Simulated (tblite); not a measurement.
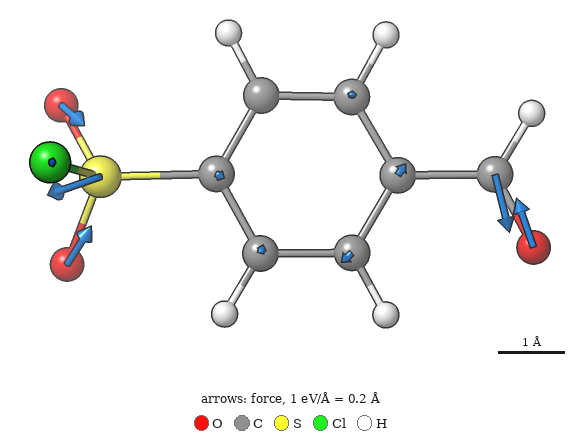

Starting geometry of C₇H₅ClO₃S with the computed forces as blue arrows. The picture is a ball-and-stick view, seen face on.

Computed with GFN2-xTB geometry optimisation, gas phase (tblite). 

> Is this structure relaxed? If not, where do the atoms go?

It isn't relaxed: the largest force vector, on the S atom, is 6.00 eV/Å. The final displacements have little in common with the starting forces (cosine between the two patterns 0.29). Over 65 geometry steps the energy falls by 79.4 kJ/mol. The atom that moves furthest after the best rigid fit is the Cl atom (0.40 Å). By element the largest moves are Cl 0.40 Å, H 0.18 Å, O 0.15 Å, S 0.09 Å, C 0.08 Å. Near-neighbour distances that change, for instance: O–S 1.522 → 1.425 Å, O–S 1.496 → 1.426 Å, C–O 1.270 → 1.201 Å, Cl–S 2.062 → 2.043 Å. Bond angles that change, for instance: C–S–Cl 111.6° → 99.6°, O–S–O 108.7° → 119.8°, O–C–C 117.2° → 124.8°.
